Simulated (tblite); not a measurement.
## Geometry relaxation of C7H9NSi

- system: C7H9NSi, SMILES CC#C[SiH2]n1cccc1
- method: GFN2-xTB geometry optimisation, gas phase (tblite 0.8.0)

It belongs to a series of runs on one base structure; here: H on Si replaced by propynyl.

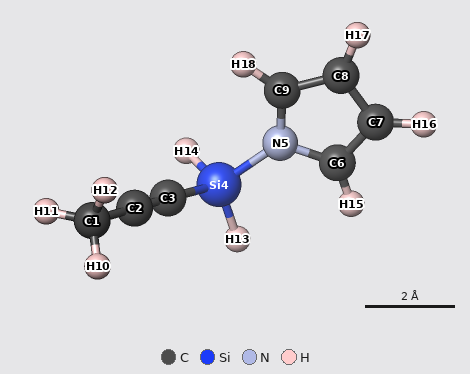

The starting structure (ball-and-stick view, seen at a tilt; atoms are numbered from 1 in the order of the input). Bond lengths as drawn: C–C 1.22 to 1.48 Å, C–H 1.07 to 1.11 Å, C–N 1.35 to 1.37 Å, C–Si 1.82 Å, H–Si 1.47 to 1.49 Å and N–Si 1.77 Å.

## The input
```
{"job": {"kind": "relax", "xc": "GFN2-xTB", "basis": "xTB"}, "charge": 0, "multiplicity": 1}
C      3.888500     0.706600    -1.269000
C      2.617200    -0.010400    -1.013000
C      1.596800    -0.633200    -0.792400
Si     0.057400    -1.553300    -0.506000
N     -1.215700    -0.454000     0.034300
C     -2.409100    -0.328400    -0.633700
C     -3.197700     0.606300    -0.006500
C     -2.467900     1.079200     1.091300
C     -1.247400     0.397700     1.076700
H      4.027300     0.847300    -2.348500
H      4.739800     0.161600    -0.805500
H      3.766600     1.703100    -0.793300
H     -0.357000    -2.344300    -1.669300
H      0.330400    -2.576700     0.548100
H     -2.703200    -0.863800    -1.517800
H     -4.206200     0.924800    -0.275300
H     -2.796700     1.834000     1.821100
H     -0.432000     0.509800     1.782400
```

The first line tells a small driver script what to run in tblite; the rest is the geometry in Å.

Machine: 1 CPU thread, shared host.

Launch command:
```bash
OMP_NUM_THREADS=1 python <driver script> task.json out
```

## Output
```
step      E/eV     max force
  0    -657.81740    1.892
  1    -657.93446    1.987
  2    -657.93168    3.169
  3    -657.98882    0.400
  4    -657.99931    0.305
  5    -658.01356    0.472
  6    -658.02486    0.311
  7    -658.03496    0.207
  8    -658.04266    0.240
  9    -658.04879    0.216
 10    -658.05252    0.139
 11    -658.05470    0.123
 12    -658.05602    0.077
 13    -658.05692    0.068
 14    -658.05766    0.078
 15    -658.05827    0.074
 16    -658.05869    0.042
 17    -658.05896    0.047
 18    -658.05917    0.042
 19    -658.05936    0.036
 20    -658.05954    0.035
 21    -658.05972    0.038
 22    -658.05995    0.046
 23    -658.06026    0.055
 24    -658.06057    0.042
 25    -658.06077    0.033
 26    -658.06089    0.025
 27    -658.06101    0.034
 28    -658.06115    0.034
 29    -658.06125    0.024
 30    -658.06131    0.014
 31    -658.06134    0.022
 32    -658.06139    0.026
 33    -658.06144    0.026
 34    -658.06150    0.017
 35    -658.06153    0.014
 36    -658.06155    0.016
 37    -658.06157    0.015
 38    -658.06159    0.014
 39    -658.06163    0.018
 40    -658.06167    0.026
 41    -658.06172    0.029
 42    -658.06178    0.023
 43    -658.06182    0.015
 44    -658.06187    0.024
 45    -658.06193    0.032
 46    -658.06202    0.032
 47    -658.06213    0.022
 48    -658.06222    0.023
 49    -658.06229    0.021
 50    -658.06235    0.026
 51    -658.06240    0.022
 52    -658.06245    0.020
 53    -658.06250    0.020
 54    -658.06256    0.021
 55    -658.06261    0.024
 56    -658.06266    0.015
 57    -658.06269    0.012
 58    -658.06272    0.016
 59    -658.06275    0.022
 60    -658.06278    0.023
 61    -658.06282    0.016
 62    -658.06287    0.021
 63    -658.06295    0.030
 64    -658.06305    0.036
 65    -658.06317    0.034
 66    -658.06326    0.023
 67    -658.06333    0.027
 68    -658.06342    0.035
 69    -658.06350    0.027
 70    -658.06356    0.017
 71    -658.06359    0.013
 72    -658.06361    0.018
 73    -658.06364    0.021
 74    -658.06367    0.020
 75    -658.06369    0.011
 76    -658.06370    0.006
```

## Trajectory as extended XYZ (Å, eV, eV/Å), 6 of the 77 frames kept, from step=0 to step=76
```
18
Properties=species:S:1:pos:R:3:forces:R:3 step=0 energy=-657.81740
C     3.8885    0.7066   -1.2690   -0.9400  -0.0800   0.6270
C     2.6172   -0.0104   -1.0130    0.2950  -0.1940  -0.1090
C     1.5968   -0.6332   -0.7924    1.3460   1.0050  -0.3690
Si    0.0574   -1.5533   -0.5060   -0.3620  -0.8320   0.6680
N    -1.2157   -0.4540    0.0343   -0.1760  -0.6370  -1.0630
C    -2.4091   -0.3284   -0.6337   -0.7720   0.5140   0.1100
C    -3.1977    0.6063   -0.0065   -0.2270  -0.1510  -0.2470
C    -2.4679    1.0792    1.0913    1.1150  -0.0810   0.7020
C    -1.2474    0.3977    1.0767   -0.9800   1.3000   0.9640
H     4.0273    0.8473   -2.3485    0.0570  -0.1690   0.3650
H     4.7398    0.1616   -0.8055   -0.5970   0.3870  -0.4140
H     3.7666    1.7031   -0.7933    0.3280  -0.5090  -0.2670
H    -0.3570   -2.3443   -1.6693   -0.1620   0.3240  -0.0830
H     0.3304   -2.5767    0.5481   -0.1290   0.3760  -0.0580
H    -2.7032   -0.8638   -1.5178    0.4580  -0.2050   0.0770
H    -4.2062    0.9248   -0.2753    0.5720  -0.2450   0.0160
H    -2.7967    1.8340    1.8211    0.3510  -0.6130  -0.5480
H    -0.4320    0.5098    1.7824   -0.1770  -0.1890  -0.3710
18
Properties=species:S:1:pos:R:3:forces:R:3 step=15 energy=-658.05827
C     3.8489    0.7094   -1.2523    0.0180   0.0390  -0.0050
C     2.6213   -0.0071   -1.0063   -0.0250  -0.0360   0.0100
C     1.5908   -0.5967   -0.7960    0.0110   0.0030   0.0210
Si    0.0595   -1.5626   -0.4608   -0.0240  -0.0690   0.0100
N    -1.2336   -0.4705   -0.0068    0.0060   0.0180   0.0030
C    -2.4326   -0.3291   -0.6513    0.0040  -0.0030  -0.0090
C    -3.1925    0.5966   -0.0065   -0.0090   0.0000  -0.0020
C    -2.4306    1.0559    1.0941   -0.0130   0.0010  -0.0020
C    -1.2470    0.3844    1.0610    0.0080   0.0080   0.0060
H     4.0093    0.8230   -2.3237    0.0000  -0.0130  -0.0180
H     4.6917    0.1693   -0.8215   -0.0080  -0.0090  -0.0010
H     3.7911    1.6973   -0.7986    0.0240   0.0500   0.0180
H    -0.4181   -2.2153   -1.6804    0.0150  -0.0200   0.0020
H     0.2894   -2.4978    0.6491   -0.0170   0.0440  -0.0190
H    -2.6424   -0.9088   -1.5281   -0.0360   0.0010  -0.0210
H    -4.1794    0.9175   -0.2783    0.0000   0.0040   0.0040
H    -2.7339    1.7916    1.8139    0.0140  -0.0040   0.0010
H    -0.4008    0.4493    1.7160    0.0300  -0.0150   0.0020
18
Properties=species:S:1:pos:R:3:forces:R:3 step=30 energy=-658.06131
C     3.8424    0.7198   -1.2467   -0.0090  -0.0070   0.0010
C     2.6149    0.0039   -0.9871    0.0000  -0.0060  -0.0060
C     1.5929   -0.6011   -0.7777   -0.0120   0.0040   0.0070
Si    0.0577   -1.5711   -0.4610    0.0020  -0.0120  -0.0050
N    -1.2364   -0.4706   -0.0297    0.0080  -0.0030  -0.0040
C    -2.4410   -0.3235   -0.6627    0.0060   0.0010   0.0020
C    -3.1917    0.6012   -0.0044    0.0000  -0.0040   0.0010
C    -2.4181    1.0521    1.0916    0.0010  -0.0010   0.0060
C    -1.2369    0.3777    1.0437    0.0030   0.0010  -0.0030
H     3.9920    0.8194   -2.3218   -0.0010   0.0070   0.0030
H     4.6843    0.1731   -0.8218    0.0030   0.0130   0.0030
H     3.8011    1.7135   -0.8010   -0.0070  -0.0110   0.0010
H    -0.3947   -2.2487   -1.6758   -0.0010  -0.0020  -0.0060
H     0.2654   -2.4824    0.6695    0.0040  -0.0020   0.0080
H    -2.6667   -0.8978   -1.5401    0.0010   0.0090   0.0040
H    -4.1807    0.9264   -0.2626   -0.0010   0.0030  -0.0030
H    -2.7103    1.7829    1.8204   -0.0020   0.0080   0.0000
H    -0.3830    0.4316    1.6907    0.0030   0.0010  -0.0080
18
Properties=species:S:1:pos:R:3:forces:R:3 step=46 energy=-658.06202
C     3.8271    0.7246   -1.2403   -0.0110  -0.0040   0.0080
C     2.6094   -0.0095   -0.9875    0.0180   0.0170  -0.0030
C     1.5914   -0.6196   -0.7756   -0.0150  -0.0040  -0.0070
Si    0.0549   -1.5862   -0.4617   -0.0170   0.0200  -0.0060
N    -1.2305   -0.4711   -0.0382   -0.0070  -0.0010  -0.0140
C    -2.4374   -0.3202   -0.6655   -0.0100  -0.0040  -0.0070
C    -3.1837    0.6060   -0.0041    0.0060  -0.0070  -0.0030
C    -2.4043    1.0552    1.0881    0.0200   0.0020   0.0090
C    -1.2244    0.3789    1.0336    0.0130  -0.0070   0.0060
H     3.9788    0.8327   -2.3141    0.0030   0.0050   0.0040
H     4.6761    0.1907   -0.8136    0.0050   0.0110  -0.0010
H     3.7646    1.7146   -0.7886    0.0090  -0.0030  -0.0050
H    -0.3950   -2.2667   -1.6753   -0.0100  -0.0060  -0.0030
H     0.2604   -2.4858    0.6769   -0.0040  -0.0260   0.0190
H    -2.6683   -0.8906   -1.5438    0.0000  -0.0070  -0.0010
H    -4.1730    0.9337   -0.2581    0.0000   0.0020  -0.0050
H    -2.6897    1.7868    1.8188   -0.0060   0.0090  -0.0040
H    -0.3651    0.4327    1.6726    0.0080   0.0040   0.0150
18
Properties=species:S:1:pos:R:3:forces:R:3 step=61 energy=-658.06282
C     3.8035    0.7390   -1.2271   -0.0050  -0.0030   0.0020
C     2.5981   -0.0188   -0.9859   -0.0140   0.0010   0.0070
C     1.5879   -0.6463   -0.7855   -0.0060  -0.0060   0.0010
Si    0.0493   -1.6097   -0.4661   -0.0100   0.0010   0.0060
N    -1.2219   -0.4781   -0.0441   -0.0010   0.0000   0.0050
C    -2.4307   -0.3216   -0.6659    0.0020  -0.0020   0.0020
C    -3.1654    0.6150   -0.0062    0.0030  -0.0020  -0.0030
C    -2.3760    1.0652    1.0792    0.0000  -0.0030  -0.0080
C    -1.2021    0.3782    1.0230   -0.0010   0.0020  -0.0030
H     3.9591    0.8566   -2.2994    0.0050   0.0030   0.0040
H     4.6613    0.2214   -0.7980    0.0010  -0.0010  -0.0040
H     3.7193    1.7249   -0.7704    0.0020   0.0020  -0.0040
H    -0.4182   -2.2964   -1.6704    0.0100   0.0080  -0.0020
H     0.2412   -2.5102    0.6765    0.0110   0.0000  -0.0040
H    -2.6685   -0.8964   -1.5399   -0.0090   0.0020   0.0080
H    -4.1535    0.9487   -0.2585    0.0090   0.0040   0.0040
H    -2.6540    1.8051    1.8052    0.0090  -0.0070  -0.0110
H    -0.3383    0.4296    1.6571   -0.0070  -0.0010   0.0000
18
Properties=species:S:1:pos:R:3:forces:R:3 step=76 energy=-658.06370
C     3.7675    0.7581   -1.2084    0.0030   0.0010   0.0000
C     2.5708   -0.0159   -0.9763    0.0030  -0.0030   0.0030
C     1.5735   -0.6661   -0.7849    0.0010   0.0010   0.0020
Si    0.0422   -1.6412   -0.4701    0.0010  -0.0030  -0.0020
N    -1.2220   -0.5060   -0.0392   -0.0020  -0.0030   0.0000
C    -2.4301   -0.3339   -0.6580   -0.0020  -0.0010   0.0000
C    -3.1393    0.6318   -0.0129   -0.0010   0.0010   0.0000
C    -2.3342    1.0840    1.0596   -0.0010   0.0010   0.0000
C    -1.1768    0.3694    1.0112   -0.0010   0.0000  -0.0020
H     3.9283    0.8803   -2.2793    0.0050   0.0010   0.0000
H     4.6285    0.2494   -0.7752    0.0050   0.0010  -0.0040
H     3.6696    1.7422   -0.7505   -0.0040   0.0010   0.0000
H    -0.4252   -2.3162   -1.6803    0.0000   0.0000  -0.0050
H     0.2456   -2.5516    0.6623   -0.0040   0.0030   0.0010
H    -2.6873   -0.9190   -1.5192   -0.0020  -0.0060   0.0000
H    -4.1200    0.9848   -0.2669   -0.0010   0.0010   0.0020
H    -2.5912    1.8441    1.7717    0.0040   0.0020   0.0020
H    -0.3088    0.4121    1.6400   -0.0040   0.0020   0.0020
```

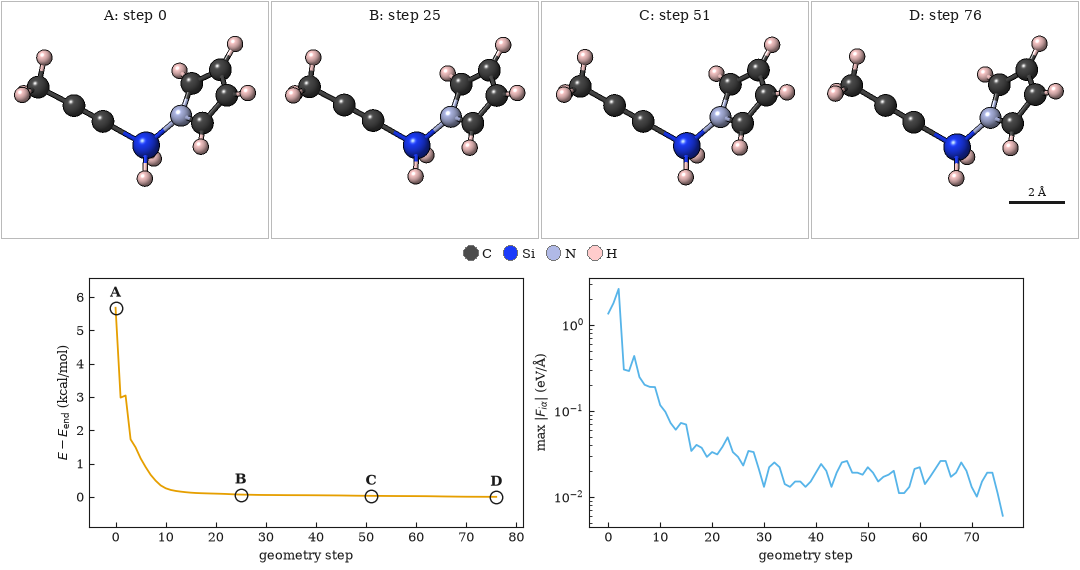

Frames of the relaxation (ball-and-stick view, seen at a tilt) above the curves, on which the letters mark them (steps are counted from 0).

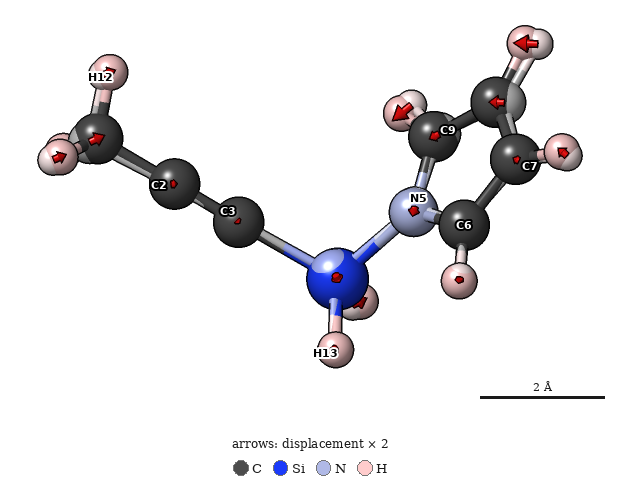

Start (faint) and end (solid) with the displacements as red arrows, magnified 2 times (ball-and-stick view, seen at a tilt). The two geometries are laid on each other by the best rigid fit. The largest moves after the best rigid fit, 0.21 Å, are those of H17 and H18. Largest moves by element: H 0.21 Å, C 0.15 Å, Si 0.10 Å, N 0.09 Å. Distances before and after: C1–C2 1.482 → 1.444 Å, C8–C9 1.398 → 1.361 Å, C8–H17 1.100 → 1.073 Å, Si4–H14 1.494 → 1.467 Å. Among the angles that change: H13–Si4–H14 104.0° → 113.4°, N5–Si4–H13 112.0° → 105.8°, C7–C6–H15 123.9° → 130.0°. Over 76 geometry steps the energy falls by 5.68 kcal/mol. The largest force component goes from 1.3 to 0.006 eV/Å. (Atoms are counted from 1 in the order of the input.)

## Summary

| quantity | value |
| --- | --- |
| outcome | converged |
| total energy | −658.0637 eV |
| peak memory | 0.18 GiB |
